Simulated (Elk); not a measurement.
# Does CoRu3N carry moments in Elk?

Aim: find out whether CoRu3N carries moments when they start parallel, and what they gain.

Program: Elk 11.2.3 (patched build). Level of theory: PBE; all-electron APW+lo, Dirac cores, scalar-relativistic bands. Results are calculated unless marked as measured.

**1. The structure**

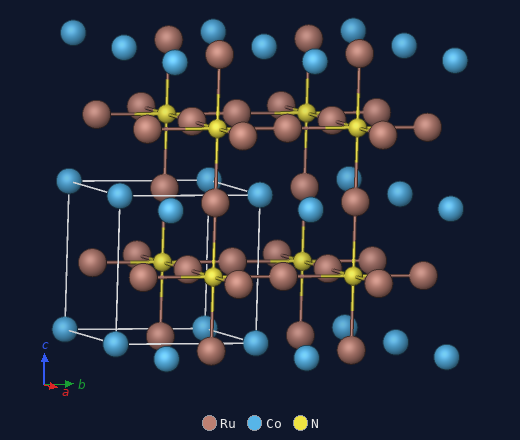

The cell as given, slightly off an axis (ruthenium pink, cobalt blue, nitrogen yellow). 2×2×2 cells are drawn. Some periodic images of atoms are drawn too.

The cell is a made-up one and need not be a known phase.

**2. Run 1 (ferro +)**

Parallel moments need no larger cell; this start tests for a ferromagnetic state only.

The last three numbers of an atom's line are a seed field in its sphere. It points against the wanted moment and shrinks by the factor reducebf each loop.

elk.in

```
tasks
  0
  33
  73

xctype
  20

rgkmax
  7.0

nempty
  14

swidth
  0.002

reducebf
  0.5

epsengy
  1e-05

maxscl
  100

lmaxi
  2

spinpol
  .true.

sppath
  './'

avec
  7.50430653131 0.00000000000 0.00000000000
  0.00000000000 7.50430653131 0.00000000000
  0.00000000000 0.00000000000 7.50430653131

atoms
  3
  'Ru.in'
  3
  0.0000000000 0.5000000000 0.5000000000   0.000000 0.000000 0.000000
  0.5000000000 0.5000000000 0.0000000000   0.000000 0.000000 0.000000
  0.5000000000 0.0000000000 0.5000000000   0.000000 0.000000 0.000000
  'Co.in'
  1
  0.0000000000 0.0000000000 0.0000000000   0.000000 0.000000 -0.100000
  'N.in'
  1
  0.5000000000 0.5000000000 0.5000000000   0.000000 0.000000 0.000000

ngridk
  6 6 6

plot3d
  0 0 0
  1 0 0
  0 1 0
  0 0 1
  20 20 20
```

Launch:

```sh
> OMP_NUM_THREADS=4 elk
```

Numbers of over 12 decimals in the logs are rounded to 6 here.

The program printed:

```text
Warning(gndstate): core states of species 2 leak from the muffin-tin :   0.4668637941E-03

--- INFO.OUT ---
┌─────────────────────────┐
│ Elk code version 11.2.3 │
└─────────────────────────┘

All units are atomic (Hartree, Bohr, etc.)

┌─────────────────────────────────────────────────┐
│ Ground-state run starting from atomic densities │
└─────────────────────────────────────────────────┘

Lattice vectors :
   7.504306531       0.000000000       0.000000000
   0.000000000       7.504306531       0.000000000
   0.000000000       0.000000000       7.504306531

Reciprocal lattice vectors :
  0.8372772729       0.000000000       0.000000000
   0.000000000      0.8372772729       0.000000000
   0.000000000       0.000000000      0.8372772729

Unit cell volume      :    422.6021445
Brillouin zone volume :   0.5869591924

Muffin-tin inner radius fraction :   0.1000000000E-01

Nuclei treated as point charges

Species : 1 (Ru)
 parameters loaded from : Ru.in
 name : ruthenium
 nuclear charge    :   -44.00000000
 electronic charge :    44.00000000
 atomic mass :    184239.3393
 muffin-tin radius :    2.187636021
 number of radial points in muffin-tin :   1193
 inner part over the whole radius :   0.9932353364E-02
 number on inner part of muffin-tin    :    845
 approximate nuclear radius :   0.8462081736E-04
 number of mesh points to nuclear radius :    426
 atomic positions (lattice), magnetic fields (Cartesian) :
  1 :   0.00000000  0.50000000  0.50000000    0.00000000  0.00000000  0.00000000
  2 :   0.50000000  0.50000000  0.00000000    0.00000000  0.00000000  0.00000000
  3 :   0.50000000  0.00000000  0.50000000    0.00000000  0.00000000  0.00000000

Species : 2 (Co)
 parameters loaded from : Co.in
 name : cobalt
 nuclear charge    :   -27.00000000
 electronic charge :    27.00000000
 atomic mass :    107428.6517
 muffin-tin radius :    2.400000000
 number of radial points in muffin-tin :    993
 inner part over the whole radius :   0.9997676968E-02
 number on inner part of muffin-tin    :    701
 approximate nuclear radius :   0.7243775530E-04
 number of mesh points to nuclear radius :    333
 atomic positions (lattice), magnetic fields (Cartesian) :
  1 :   0.00000000  0.00000000  0.00000000    0.00000000  0.00000000 -0.10000000

Species : 3 (N)
 parameters loaded from : N.in
 name : nitrogen
 nuclear charge    :   -7.000000000
 electronic charge :    7.000000000
 atomic mass :    25532.65216
 muffin-tin radius :    1.514517245
 number of radial points in muffin-tin :    593
 inner part over the whole radius :   0.9971370584E-02
 number on inner part of muffin-tin    :    405
 approximate nuclear radius :   0.4939692610E-04
 number of mesh points to nuclear radius :    172
 atomic positions (lattice), magnetic fields (Cartesian) :
  1 :   0.50000000  0.50000000  0.50000000    0.00000000  0.00000000  0.00000000

Total number of atoms per unit cell :    5
Total muffin-tin volume :    204.0208452
 ratio of muffin-tin to unit cell volume :   0.4827728582

Spin treatment :
 spin-polarised
 global magnetic field (Cartesian) :    0.000000000       0.000000000       0.000000000
 collinear magnetisation in z-direction

Number of Bravais lattice symmetries :   48
Number of crystal symmetries         :   48
Crystal has inversion symmetry
Real symmetric eigensolver will be used

k-point grid :      6     6     6
k-point offset :    0.000000000       0.000000000       0.000000000
k-point set is reduced with full crystal symmetry group
Total number of k-points :       20

Muffin-tin radius times maximum |G+k| :    7.000000000
 using average radius
Maximum |G+k| for APW functions       :    3.340515344
Maximum (1/2)|G+k|²                   :    5.579521381
Maximum |G| for potential and density :    12.00000000
Constant for pseudocharge density :    7
 order of it for each species :   14  14  14
 order of it for pair densities of each species (exact exchange by exxq0 0: 14) :   11  13   4
Radial integration step length :    1

G-vector grid sizes :     30    30    30
Number of G-vectors :    12293

Maximum angular momentum used for
 APW functions            :    8
 outer part of muffin-tin :    6
 inner part of muffin-tin :    2

Total nuclear charge    :   -166.0000000
Total core charge       :    98.00000000
Total valence charge    :    68.00000000
Total excess charge     :    0.000000000
Total electronic charge :    166.0000000

Effective Wigner radius, rₛ :   0.8470551093

Number of empty states         :     70
Total number of valence states :    210
Total number of core states    :     98

Third-order local-orbitals added for an l without core states : T
Total number of local-orbitals :     84

Exchange-correlation functional :     20     0     0
 Perdew-Burke-Ernzerhof, Phys. Rev. Lett. 77, 3865 (1996)
 gradient requirement :    1
 generalised gradient approximation (GGA)

Smearing type :    3
 Fermi-Dirac
Smearing width :   0.2000000000E-02
Effective electronic temperature (K) :    631.5500496

Mixing type :    3
 Broyden mixing, J. Phys. A: Math. Gen. 17, L317 (1984)

Kohn-Sham potential initialised from atomic data

┌──────────────────────────────┐
│ Self-consistent loop started │
└──────────────────────────────┘

┌─────────────────┐
│ Loop number : 1 │
└─────────────────┘

Energies :
 Fermi                       :     0.313593
 sum of occupied eigenvalues :     -8941.5293053421
 electron kinetic            :      15600.307192932
 core electron kinetic       :      15076.946391985
 Coulomb                     :     -30176.224899680
 Coulomb potential           :     -23948.399811140
 nuclear-nuclear             :     -2004.5582774387
 electron-nuclear            :     -32451.059474823
 Hartree                     :      4279.3928525815
 Madelung                    :     -18202.024994110
 xc potential                :     -593.39463666664
 xc effective B-field        :    -0.11273754553029E-01
 external B-field            :      0.000000
 exchange                    :     -459.08490996615
 correlation                 :     -8.546101
 electron entropic           :    -0.14852374622815E-02
 total energy                :     -15043.550202736
 (external B-field energy excluded from total)

Density of states at Fermi energy :    112.8266635
 (states/Hartree/unit cell)

Estimated indirect band gap :   0.8817960786E-03
 from k-point 8 to k-point 1
Estimated direct band gap   :   0.2153842423E-02
 at k-point 8

Charges :
 core                        :    98.00000000
 valence                     :    68.00000000
 interstitial                :    9.910607492
 muffin-tins (core leakage)
  species : 1 (Ru)
   atom 1                    :    40.59321966     (  0.1104915100E-05)
[...]
species : 2 (Co)
   atom 1                    :   0.6547306067
  species : 3 (N)
   atom 1                    :  -0.6623948074E-02
 total in muffin-tins        :   0.7116488795
 total moment                :   0.6073221946

┌─────────────────┐
│ Loop number : 2 │
└─────────────────┘

Energies :
 Fermi                       :     0.313484
 sum of occupied eigenvalues :     -8941.6570017836
 electron kinetic            :      15599.978015361
 core electron kinetic       :      15076.640114512
 Coulomb                     :     -30176.363259968
 Coulomb potential           :     -23948.173299530
 nuclear-nuclear             :     -2004.5582774387
 electron-nuclear            :     -32451.632840801
 Hartree                     :      4279.8278582711
 Madelung                    :     -18202.276610203
 xc potential                :     -593.41409501867
 xc effective B-field        :    -0.14274325410352E-01
 external B-field            :      0.000000
 exchange                    :     -459.02469288265
 correlation                 :     -8.545835
 electron entropic           :    -0.14769124570192E-02
 total energy                :     -15043.957249745
 (external B-field energy excluded from total)

Density of states at Fermi energy :    109.2376096
 (states/Hartree/unit cell)

Estimated indirect band gap :   0.2022443753E-02
 from k-point 8 to k-point 6
Estimated direct band gap   :   0.4572743364E-02
 at k-point 2

Charges :
 core                        :    98.00000000
 valence                     :    68.00000000
 interstitial                :    9.918488631
 muffin-tins (core leakage)
  species : 1 (Ru)
   atom 1                    :    40.65313087     (  0.1100634176E-05)
   atom 2                    :    40.65313087     (  0.1100634176E-05)
   atom 3                    :    40.65313087     (  0.1100634176E-05)
  species : 2 (Co)
   atom 1                    :    27.61661741     (  0.4698373720E-03)
  species : 3 (N)
   atom 1                    :    6.505501332     (  0.3505932132E-05)
 total in muffin-tins        :    156.0815114
 total calculated charge     :    165.9989319
 total charge                :    166.0000000
 error                       :   0.1068134584E-02

Moments :
 interstitial                :  -0.1162525941
 muffin-tins
  species : 1 (Ru)
   atom 1                    :   0.1145261562E-01
   atom 2                    :   0.1145261562E-01
   atom 3                    :   0.1145261562E-01
  species : 2 (Co)
   atom 1                    :   0.7564620054
  species : 3 (N)
   atom 1                    :  -0.8080778587E-02
 total in muffin-tins        :   0.7827390737
 total moment                :   0.6664864796

RMS change in Kohn-Sham potential (target) :    2.404752926     (  0.1000000000E-05)
Absolute change in total energy (target)   :   0.4070470093     (  0.1000000000E-04)

[... loops 3 to 29 left out ...]

┌──────────────────┐
│ Loop number : 30 │
└──────────────────┘

Energies :
 Fermi                       :     0.430921
 sum of occupied eigenvalues :     -8925.7954021608
 electron kinetic            :      15613.557302418
 core electron kinetic       :      15076.278371830
 Coulomb                     :     -30189.143761452
 Coulomb potential           :     -23929.332252945
 nuclear-nuclear             :     -2004.5582774387
 electron-nuclear            :     -32497.340576181
 Hartree                     :      4312.7550921675
 Madelung                    :     -18224.477634980
 xc potential                :     -609.92001056376
 xc effective B-field        :    -0.100441
 external B-field            :      0.000000
 exchange                    :     -459.56909287338
 correlation                 :     -8.546225
 electron entropic           :    -0.24588546537059E-02
 total energy                :     -15043.704235707
 (external B-field energy excluded from total)

Density of states at Fermi energy :    186.9515134
 (states/Hartree/unit cell)

Estimated indirect band gap :   0.2946383650E-03
 from k-point 3 to k-point 15
Estimated direct band gap   :   0.7260978282E-03
 at k-point 8

Charges :
 core                        :    98.00000000
 valence                     :    68.00000000
 interstitial                :    9.337112136
 muffin-tins (core leakage)
  species : 1 (Ru)
   atom 1                    :    41.63206348     (  0.1032453412E-05)
   atom 2                    :    41.63206348     (  0.1032453412E-05)
   atom 3                    :    41.63206348     (  0.1032453412E-05)
  species : 2 (Co)
   atom 1                    :    25.98126417     (  0.4668637958E-03)
  species : 3 (N)
   atom 1                    :    5.785433238     (  0.3570038081E-05)
 total in muffin-tins        :    156.6628879
 total calculated charge     :    165.9990503
 total charge                :    166.0000000
 error                       :   0.9496529944E-03

Moments :
 interstitial                :  -0.1040402839E-01
 muffin-tins
  species : 1 (Ru)
   atom 1                    :   0.4088192671
   atom 2                    :   0.4088192671
   atom 3                    :   0.4088192671
  species : 2 (Co)
   atom 1                    :    2.130926898
  species : 3 (N)
   atom 1                    :  -0.1860871000E-01
 total in muffin-tins        :    3.338775989
 total moment                :    3.328371960

RMS change in Kohn-Sham potential (target) :   0.3896949569E-06 (  0.1000000000E-05)
Absolute change in total energy (target)   :   0.7938615454E-07 (  0.1000000000E-04)

Convergence targets achieved

┌──────────────────┐
│ Loop number : 31 │
└──────────────────┘

Energies :
 Fermi                       :     0.430921
 sum of occupied eigenvalues :     -8925.7954063767
 electron kinetic            :      15613.557296546
 core electron kinetic       :      15076.278367848
 Coulomb                     :     -30189.143762101
 Coulomb potential           :     -23929.332245961
 nuclear-nuclear             :     -2004.5582774387
 electron-nuclear            :     -32497.340584983
 Hartree                     :      4312.7551003207
 Madelung                    :     -18224.477639121
 xc potential                :     -609.92001558890
 xc effective B-field        :    -0.100441
 external B-field            :      0.000000
 exchange                    :     -459.56909231130
 correlation                 :     -8.546225
 electron entropic           :    -0.24588685569266E-02
 total energy                :     -15043.704241697
 (external B-field energy excluded from total)

Density of states at Fermi energy :    186.9527355
 (states/Hartree/unit cell)

Estimated indirect band gap :   0.2947682897E-03
 from k-point 3 to k-point 15
Estimated direct band gap   :   0.7260492585E-03
 at k-point 8

Charges :
 core                        :    98.00000000
 valence                     :    68.00000000
 interstitial                :    9.337112327
 muffin-tins (core leakage)
  species : 1 (Ru)
   atom 1                    :    41.63206413     (  0.1032453884E-05)
   atom 2                    :    41.63206413     (  0.1032453884E-05)
   atom 3                    :    41.63206413     (  0.1032453884E-05)
  species : 2 (Co)
   atom 1                    :    25.98126218     (  0.4668637941E-03)
  species : 3 (N)
   atom 1                    :    5.785433103     (  0.3570038488E-05)
 total in muffin-tins        :    156.6628877
 total calculated charge     :    165.9990503
 total charge                :    166.0000000
 error                       :   0.9496525208E-03

Moments :
 interstitial                :  -0.1040372384E-01
 muffin-tins
  species : 1 (Ru)
   atom 1                    :   0.4088125450
   atom 2                    :   0.4088125450
   atom 3                    :   0.4088125450
  species : 2 (Co)
   atom 1                    :    2.130929163
  species : 3 (N)
   atom 1                    :  -0.1860828011E-01
 total in muffin-tins        :    3.338758518
 total moment                :    3.328354794

┌──────────────────────────────┐
│ Self-consistent loop stopped │
└──────────────────────────────┘

Warning : core states of species 2 leak from the muffin-tin :   0.4668637941E-03

Wrote STATE.OUT
```

It took 3.6 min on 4 threads of Arm Neoverse V1, shared host; peak memory 0.44 GiB; 14 min of CPU time.

Spin moment in the muffin-tin sphere by atom:

```
atom  spin moment in the muffin-tin sphere (μB)
 Ru1                                       0.41
 Ru2                                       0.41
 Ru3                                       0.41
 Co4                                       2.13
  N5                                      -0.02
```

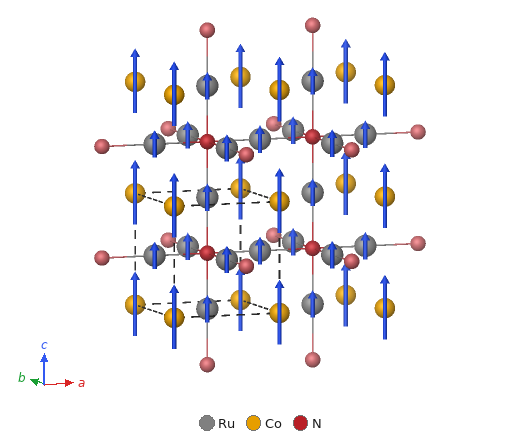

Spin moment in the muffin-tin sphere as arrows, the longest 2.13 μB. Up and down stand for the sign. Arrows give size and sign along the axis of quantisation, drawn up and down the page. Each arrow also spans its atom, so small moments look longer than they are. 2×1×2 cells are drawn. Some periodic images of atoms are drawn too.

Read from the output:

| Item | Value |
| --- | --- |
| density of states at the Fermi level | 6.870 states/eV/cell |
| moment between the spheres | -0.01040 μB |
| magnetization | 3.328 μB |
| final state | ferromagnetic |

After 31 cycles the largest moment stands at 2.13 μB.

(Continued in part 2 of 2.)

[Logs and program files are shortened in this print: banners, set-up blocks, solver, clock and traceback lines can be left out without a mark of their own.]

[Logs are printed without paths, hosts, clocks, repeated set-up lines and the standing remarks that a program may print on its own settings, such as how far it seeks lower states.]

[Hosts, paths, dates, database ids (printed as entryN), source tags and the programs' standing remarks are cut or masked in the printed files.]

[Where a cell is said to come from a database of computed structures, the database is the Materials Project.]
